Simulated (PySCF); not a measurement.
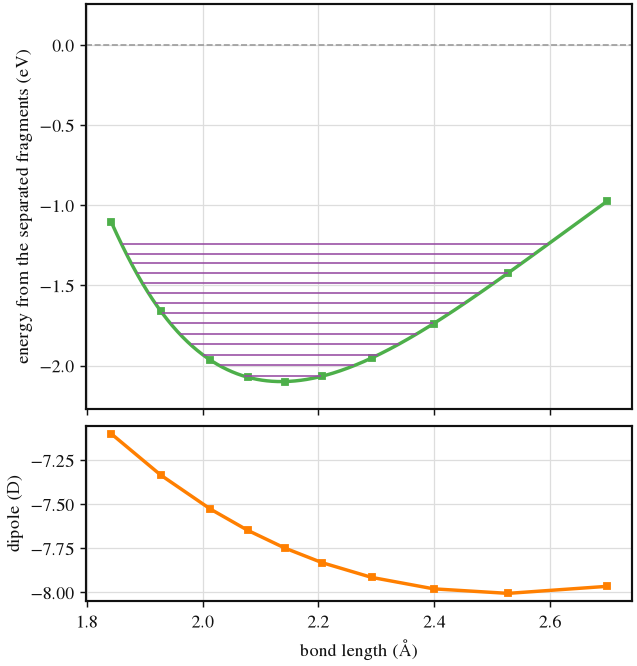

Bond curve of MgS, singlet. PBE0/def2-TZVP in PySCF, UKS. One reference determinant with the occupation held, the lowest that a PBE0 search over spins and occupations found; no spin-orbit coupling. Zero is the separated fragments in their ground configurations, without counterpoise. With PBE0 the solution stays closed-shell at all points drawn; such a solution can't reach the open-shell fragments at long range. 2 further points of the run are not drawn. Horizontal lines: vibrational levels from ωe and ωexe, starting at v = 0. The dipole is positive if the first atom is negative.

### What constants does a Dunham fit to the curve give (main isotopes)?

re = 2.136 Å, ωe = 546 cm⁻¹, ωexe = 2.5 cm⁻¹, De = 2.10 eV, Be = 0.27 cm⁻¹.

### How stiff is the bond?

The force constant is 2.40 mdyn/Å, which gives ωe = 546 cm⁻¹.
